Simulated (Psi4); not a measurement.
**Property calculation of PHF2**

System: PHF2 (difluorophosphine).
Method: wB97X/aug-cc-pV(T+d)Z, RKS, dispersion D4 (Psi4 1.11).

The geometry comes from this level: GFN2-xTB (4 decimals).

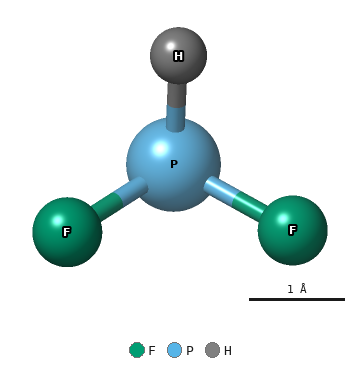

*The input geometry (ball-and-stick view, seen at a tilt).*

Bond lengths as drawn: F–P 1.62 Å and H–P 1.42 Å.

## Results in brief

```tsv
quantity	value
outcome	converged
total energy	−541.740649 hartree
dispersion energy	−0.003940 hartree
basis functions	170
HOMO	−10.80 eV
LUMO	0.91 eV
dipole moment	1.67 D
hardware	1 thread of Intel Xeon (Granite Rapids), 160 GiB of memory available, shared host
wall time	7.8 s
peak memory	0.98 GiB
```

## The input (job.py)
```python
import psi4
from rdkit import Chem

psi4.set_memory('1600 MB')
psi4.set_num_threads(1)
psi4.core.set_output_file('output.dat', False)

rd = Chem.SDMolSupplier('f2hp.sdf', removeHs=False, sanitize=False)[0]
xyz = rd.GetConformer().GetPositions()
atoms = '\n'.join(f'{a.GetSymbol()} {x:.4f} {y:.4f} {z:.4f}' for a, (x, y, z) in zip(rd.GetAtoms(), xyz))
mol = psi4.geometry('0 1\n' + atoms + '\nsymmetry c1\nno_reorient\nno_com')

psi4.set_options({
    'basis': 'aug-cc-pV(T+d)Z',
    'reference': 'rks',
})

e_tot, wfn = psi4.energy("wb97x-d4", return_wfn=True)
psi4.oeprop(wfn, "QUADRUPOLE", "MULLIKEN_CHARGES", "ESP_AT_NUCLEI", "LOWDIN_CHARGES", "MAYER_INDICES", title="WB97X-D4")
print('E =', round(e_tot, 9))
```

## File f2hp.sdf
```

     RDKit          3D

  4  3  0  0  0  0  0  0  0  0999 V2000
    1.2007    0.6039   -0.2440 F   0  0  0  0  0  0  0  0  0  0  0  0
   -0.0208   -0.4330   -0.4600 P   0  0  0  0  0  0  0  0  0  0  0  0
   -1.1772    0.6655   -0.1956 F   0  0  0  0  0  0  0  0  0  0  0  0
   -0.0027   -0.8363    0.8997 H   0  0  0  0  0  0  0  0  0  0  0  0
  2  1  1  0
  3  2  1  0
  4  2  1  0
M  END
$$$$
```

Launch command:
```bash
python job.py
```

## Log
```
=> Loading Basis Set <=

    Name: AUG-CC-PV(T+D)Z
    Role: ORBITAL
    Keyword: BASIS

   => WB97X-D4(BJ,EEQ)ATM: Empirical Dispersion <=

        a1 =       0.066200
        a2 =       5.448700
       alp =      16.000000
        s6 =       1.000000
        s8 =       0.509300
        s9 =       1.000000
        ga =       3.000000
        gc =       2.000000
        wf =       6.000000

         ---------------------------------------------------------
                                   SCF
                              RKS Reference
                        1 Threads,   1525 MiB Core
         ---------------------------------------------------------

  ==> Geometry <==

    Molecular point group: c1
    Full point group: C1

    Geometry (in Angstrom), charge = 0, multiplicity = 1:

       Center              X                  Y                   Z               Mass
    ------------   -----------------  -----------------  -----------------  -----------------
         F            1.200700000000     0.603900000000    -0.244000000000    18.998403162730
         P           -0.020800000000    -0.433000000000    -0.460000000000    30.973761998420
         F           -1.177200000000     0.665500000000    -0.195600000000    18.998403162730
         H           -0.002700000000    -0.836300000000     0.899700000000     1.007825032230

  Running in c1 symmetry.

  Rotational constants: A =      0.54304  B =      0.26767  C =      0.22297 [cm^-1]
  Rotational constants: A =  16279.91773  B =   8024.53868  C =   6684.44499 [MHz]
  Nuclear repulsion =  116.318872754918303

  Charge       = 0
  Multiplicity = 1
  Electrons    = 34
  Nalpha       = 17
  Nbeta        = 17

  ==> Algorithm <==

  SCF Algorithm Type is DF.
  DIIS enabled.
  MOM disabled.
  Fractional occupation disabled.
  Guess Type is SAD.
  Energy threshold   = 1.00e-06
  Density threshold  = 1.00e-06
  Integral threshold = 1.00e-12

  ==> Primary Basis <==

  Basis Set: AUG-CC-PV(T+D)Z
    Blend: AUG-CC-PV(T+D)Z
    Number of shells: 54
    Number of basis functions: 170
    Number of Cartesian functions: 200
    Spherical Harmonics?: true
    Max angular momentum: 3

  ==> DFT Potential <==

   => LibXC <=

    Version 7.1.2

   => Composite Functional: WB97X-D4BJEEQATM <=

    wB97X-d4bjeeqatm Hyb-GGA Exchange-Correlation Functional

    Deriv               =              1
    GGA                 =           TRUE
    Meta                =          FALSE

    Exchange Hybrid     =           TRUE
    MP2 Hybrid          =          FALSE

   => Exchange-Correlation Functionals <=

    1.0000   wB97X range-separated functional

   => Exact (HF) Exchange <=

    0.8423            HF,LR [omega = 0.3000]
    0.1577               HF

   => LibXC Density Thresholds  <==

    XC_HYB_GGA_XC_WB97X:  1.00E-14

   => Molecular Quadrature <=

    Radial Scheme          =       TREUTLER
    Pruning Scheme         =           NONE
    Nuclear Scheme         =       TREUTLER

    Blocking Scheme        =         OCTREE
    BS radius alpha        =              1
    Pruning alpha          =              1
    Radial Points          =             75
    Spherical Points       =            302
    Total Points           =          88696
    Total Blocks           =            700
    Max Points             =            255
    Max Functions          =            170
    Weights Tolerance      =       1.00E-15

   => Loading Basis Set <=

    Name: (AUG-CC-PV(T+D)Z AUX)
    Role: JKFIT
    Keyword: DF_BASIS_SCF

  ==> Integral Setup <==

  DFHelper Memory: AOs need 0.265 GiB; user supplied 0.733 GiB.
  SCF_SUBTYPE=INCORE selected. In-core MEM_DF algorithm will be used.
  Using in-core AOs.

  ==> MemDFJK: Density-Fitted J/K Matrices <==

    J tasked:                   Yes
    K tasked:                   Yes
    wK tasked:                  Yes
    Omega:                3.000E-01
    Memory [MiB]:               750
    Algorithm:                 Core
    Schwarz Cutoff:           1E-12
    Mask sparsity (%):       0.1592
    Fitting Condition:        1E-10

   => Auxiliary Basis Set <=

  Basis Set: (AUG-CC-PV(T+D)Z AUX)
    Blend: AUG-CC-PVTZ-JKFIT
    Number of shells: 116
    Number of basis functions: 400
    Number of Cartesian functions: 497
    Spherical Harmonics?: true
    Max angular momentum: 4

  Cached 100.0% of DFT collocation blocks in 0.385 [GiB].

  Minimum eigenvalue in the overlap matrix is 2.1503801677E-04.
  Reciprocal condition number of the overlap matrix is 2.9353559308E-05.
    Using symmetric orthogonalization.

  ==> Pre-Iterations <==

  SCF Guess: Superposition of Atomic Densities via on-the-fly atomic UHF (no occupation information).

   -------------------------
    Irrep   Nso     Nmo
   -------------------------
     A        170     170
   -------------------------
    Total     170     170
   -------------------------

  ==> Iterations <==

                           Total Energy        Delta E     RMS |[F,P]|

   @DF-RKS iter SAD:  -541.22745831988914   -5.41227e+02   0.00000e+00
   @DF-RKS iter   1:  -541.67274773998258   -4.45289e-01   2.79925e-03 ADIIS/DIIS
   @DF-RKS iter   2:  -541.66672000448727    6.02774e-03   3.13411e-03 ADIIS/DIIS
   @DF-RKS iter   3:  -541.74011616186613   -7.33962e-02   2.23329e-04 ADIIS/DIIS
   @DF-RKS iter   4:  -541.74059492316132   -4.78761e-04   4.05529e-05 DIIS
   @DF-RKS iter   5:  -541.74064700169788   -5.20785e-05   5.64362e-06 DIIS
   @DF-RKS iter   6:  -541.74064846182137   -1.46012e-06   1.60104e-06 DIIS
   @DF-RKS iter   7:  -541.74064854881476   -8.69934e-08   3.01858e-07 DIIS
  Energy and wave function converged.

  ==> Post-Iterations <==

   Electrons on quadrature grid:
      Ntotal   =   33.9999998627 ; deviation = -1.373e-07

    Orbital Energies [Eh]
    ---------------------

    Doubly Occupied:

       1A    -77.197252     2A    -24.762707     3A    -24.762668
       4A     -6.755047     5A     -4.918612     6A     -4.915901
       7A     -4.908348     8A     -1.360668     9A     -1.326163
      10A     -0.786981    11A     -0.639228    12A     -0.631713
      13A     -0.606843    14A     -0.558902    15A     -0.536944
      16A     -0.531417    17A     -0.397033

    Virtual:

      18A      0.033568    19A      0.039025    20A      0.049247
      21A      0.081476    22A      0.104710    23A      0.104905
      24A      0.139882    25A      0.174230    26A      0.186050
      27A      0.212428    28A      0.212852    29A      0.230641
      30A      0.260856    31A      0.269308    32A      0.278489
      33A      0.292812    34A      0.293488    35A      0.308962
      36A      0.311646    37A      0.314619    38A      0.327141
      39A      0.356552    40A      0.393061    41A      0.450941
      42A      0.491754    43A      0.503446    44A      0.534233
      45A      0.556253    46A      0.561866    47A      0.581903
      48A      0.600837    49A      0.623200    50A      0.666798
      51A      0.670765    52A      0.702105    53A      0.705193
      54A      0.725028    55A      0.728442    56A      0.849811
      57A      0.863470    58A      0.879587    59A      0.939806
      60A      0.957361    61A      0.975504    62A      0.985151
      63A      0.990407    64A      1.005911    65A      1.008994
      66A      1.016193    67A      1.033726    68A      1.083580
      69A      1.090796    70A      1.120252    71A      1.133505
      72A      1.189213    73A      1.246014    74A      1.311250
      75A      1.352581    76A      1.390099    77A      1.391813
      78A      1.421016    79A      1.436446    80A      1.447555
      81A      1.466967    82A      1.578467    83A      1.601735
      84A      1.625034    85A      1.653312    86A      1.668779
      87A      1.822979    88A      1.887647    89A      1.903148
      90A      1.939144    91A      1.999322    92A      2.037146
      93A      2.095456    94A      2.096691    95A      2.191761
      96A      2.202789    97A      2.486665    98A      2.632345
      99A      2.663513   100A      2.682279   101A      2.697265
     102A      2.744785   103A      2.758269   104A      2.770808
     105A      2.791812   106A      2.805154   107A      2.825857
     108A      2.837350   109A      2.865062   110A      2.884641
     111A      2.936169   112A      3.037310   113A      3.043109
     114A      3.085055   115A      3.202626   116A      3.227443
     117A      3.418443   118A      3.419697   119A      3.455088
     120A      3.491486   121A      3.493053   122A      3.598463
     123A      3.692055   124A      3.759235   125A      3.852846
     126A      3.877702   127A      4.107683   128A      4.156234
     129A      4.301850   130A      4.392733   131A      4.393736
     132A      4.769123   133A      5.036380   134A      5.080316
     135A      5.088839   136A      5.156360   137A      5.260314
     138A      5.394901   139A      5.985327   140A      6.021873
     141A      6.049161   142A      6.717501   143A      6.839941
     144A      7.326991   145A      8.369467   146A      8.384398
     147A      8.392408   148A      8.410903   149A      8.477785
     150A      8.492364   151A      8.507623   152A      8.580818
     153A      8.705480   154A      8.753996   155A      8.759382
     156A      8.801257   157A      8.805693   158A      8.854478
     159A      8.860641   160A      8.873541   161A      8.904432
     162A      8.917048   163A      8.955200   164A      8.977934
     165A      9.043380   166A      9.059914   167A      9.115919
     168A      9.198905   169A     14.273134   170A     14.294807

    Final Occupation by Irrep:
              A
    DOCC [    17 ]
    NA   [    17 ]
    NB   [    17 ]

  @DF-RKS Final Energy:  -541.74064854881476

   => Energetics <=

    Nuclear Repulsion Energy =            116.3188727549183028
    One-Electron Energy =                -982.5034466565919047
    Two-Electron Energy =                 357.5584517460310963
    DFT Exchange-Correlation Energy =     -33.1105867047879343
    Empirical Dispersion Energy =          -0.0039396883843089
    VV10 Nonlocal Energy =                  0.0000000000000000
    Total Energy =                       -541.7406485488147609

Computation Completed

Properties will be evaluated at   0.000000,   0.000000,   0.000000 [a0]

Properties computed using the SCF density matrix

 Multipole Moments:

 ------------------------------------------------------------------------------------
     Multipole            Electronic (a.u.)      Nuclear  (a.u.)        Total (a.u.)
 ------------------------------------------------------------------------------------

 L = 1.  Multiply by 2.5417464519 to convert [e a0] to [Debye]
 Dipole X            :          0.1800651           -0.1950197           -0.0149546
 Dipole Y            :         -8.3860686            7.7352159           -0.6508526
 Dipole Z            :         18.9116177          -18.8154361            0.0961816
 Magnitude           :                                                    0.6580910

 ------------------------------------------------------------------------------------

	total time  =          7 seconds =       0.12 minutes

Properties will be evaluated at   0.000000,   0.000000,   0.000000 [a0]

Properties computed using the WB97X-D4 density matrix

 Electrostatic potentials at the nuclear coordinates:
 ---------------------------------------------
   Center     Electrostatic Potential (a.u.)
 ---------------------------------------------
    1  F           -26.554925857959
    2  P           -54.031180901081
    3  F           -26.554894543531
    4  H            -1.075982757720
 ---------------------------------------------

 Multipole Moments:

 ------------------------------------------------------------------------------------
     Multipole            Electronic (a.u.)      Nuclear  (a.u.)        Total (a.u.)
 ------------------------------------------------------------------------------------

 L = 1.  Multiply by 2.5417464519 to convert [e a0] to [Debye]
 Dipole X            :          0.1800651           -0.1950197           -0.0149546
 Dipole Y            :         -8.3860686            7.7352159           -0.6508526
 Dipole Z            :         18.9116177          -18.8154361            0.0961816
 Magnitude           :                                                    0.6580910

 L = 2.  Multiply by 1.3450342976 to convert [e a0^2] to [Debye ang]
 Quadrupole XX       :       -109.4072733           90.8972409          -18.5100324
 Quadrupole XY       :          1.4063632           -1.3840048            0.0223584
 Quadrupole XZ       :          1.5268679           -1.5116443            0.0152237
 Quadrupole YY       :        -55.7610526           38.4960854          -17.2649672
 Quadrupole YZ       :          0.4558590           -0.9371535           -0.4812945
 Quadrupole ZZ       :        -34.5171554           17.3682964          -17.1488590
 Traceless XX        :        -42.8454462           41.9767000           -0.8687462
 Traceless YY        :         10.8007745          -10.4244555            0.3763190
 Traceless ZZ        :         32.0446717          -31.5522445            0.4924272

 ------------------------------------------------------------------------------------
  Mulliken Charges: (a.u.)
   Center  Symbol    Alpha    Beta     Spin     Total
       1     F     4.71690  4.71690  0.00000 -0.43380
       2     P     7.11077  7.11077  0.00000  0.77847
       3     F     4.71692  4.71692  0.00000 -0.43383
       4     H     0.45542  0.45542  0.00000  0.08916

   Total alpha = 17.00000, Total beta = 17.00000, Total charge =  0.00000

  Lowdin Charges: (a.u.)
   Center  Symbol    Alpha    Beta     Spin     Total
       1     F     4.50211  4.50211  0.00000 -0.00421
       2     P     7.29012  7.29012  0.00000  0.41975
       3     F     4.50212  4.50212  0.00000 -0.00425
       4     H     0.70565  0.70565  0.00000 -0.41129

  Total alpha = 17.00000, Total beta = 17.00000, Total charge =  0.00000

  Mayer Bond Indices:

  Irrep: 1 Size: 4 x 4

                 1                   2                   3                   4

    1     0.00000000000000     0.78855962828443    -0.00026125206970     0.00390472351395
    2     0.78855962828443     0.00000000000000     0.78846276889092     0.95820520976839
    3    -0.00026125206970     0.78846276889092     0.00000000000000     0.00403964715742
    4     0.00390472351395     0.95820520976839     0.00403964715742     0.00000000000000

  Atomic Valences:

 #  #
 Irrep: 1
      1:    0.792203099728681
      2:    2.535227606943733
      3:    0.792241163978635
      4:    0.966149580439758
```

## Standard output
```
E = -541.740648549
```

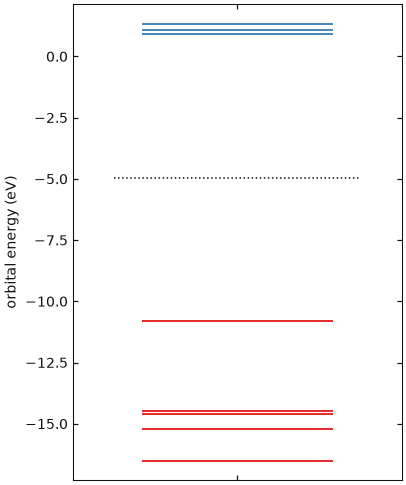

*Orbital energies near the frontier; the dotted line parts filled from empty levels, and levels within 0.02 eV of each other stand side by side.*

Highest filled −10.80 eV, lowest empty 0.91 eV, 11.71 eV apart.

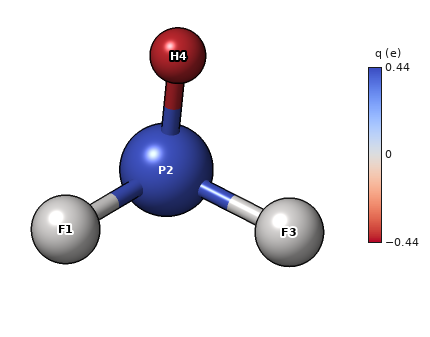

*Löwdin charges, as the colour of each atom (ball-and-stick view, seen at a tilt; atoms are numbered from 1 in the order of the input).*

By element: F 0.00, P +0.42 and H −0.41 e.
